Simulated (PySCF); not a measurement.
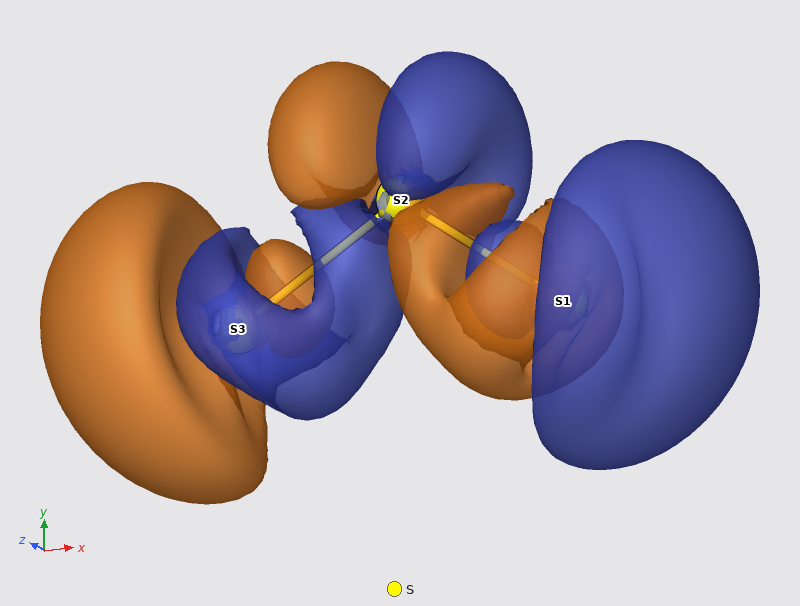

Figure 1: [S3]2- (S₃, charge −2). Change of the electron density in a uniform field of 0.15 V/Å, surfaces at ±0.001 e/Å³ (orange: gain, blue: loss).

Method: PBE0/def2-TZVP; geometry: GFN2-xTB; program: PySCF. No frequency check shows the geometry to be a minimum. For an anion such functionals hold the outermost electrons too loosely, so the response is rough. GFN2-xTB bond lengths at metals and heavier atoms can be off by up to 0.1 Å and shapes distorted, which carries into these values. The basis has no diffuse functions, which an anion needs.

The field was applied in both directions; the picture shows the one opposite to the script's first.

Along which Cartesian direction does the field point?

Along +x: electrons gather on the −x side, against the field.

How large is the response?

The induced dipole is 0.73 D (along the field); α along this axis, from the fields in both directions, is 96 bohr³ (14.2 Å³).

The PySCF run took 14 s on 1 thread of Arm Neoverse V1 (shared host), peak memory 0.43 GiB.
